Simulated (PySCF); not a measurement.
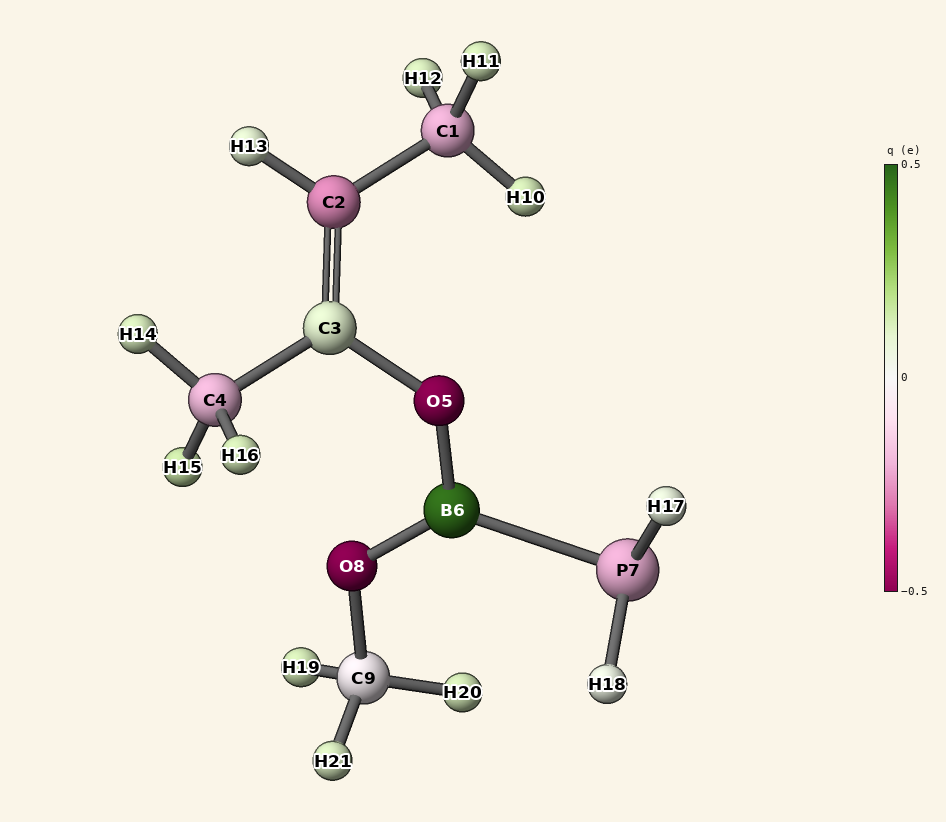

Atoms are coloured by their Mulliken charges. Computed geometry: GFN2-xTB optimisation. No frequency run is at hand to confirm it as a minimum. Method: PBE0/pcSseg-1, gas phase (PySCF 2.14.0).

List the Mulliken charges.

```tsv
atom	value (e)
C1	−0.20
C2	−0.26
C3	0.10
C4	−0.19
O5	−0.50
B6	0.47
P7	−0.20
O8	−0.50
C9	−0.03
H10	0.13
H11	0.12
H12	0.12
H13	0.09
H14	0.12
H15	0.15
H16	0.13
H17	0.06
H18	0.04
H19	0.13
H20	0.12
H21	0.12
```

Mulliken values depend strongly on the basis set and can even reverse the polarity of a bond. The geometry is semi-empirical. Around B, P such bond lengths and angles can be off by a tenth of an ångström or more and by several degrees, and values that hang on the shape move with them.
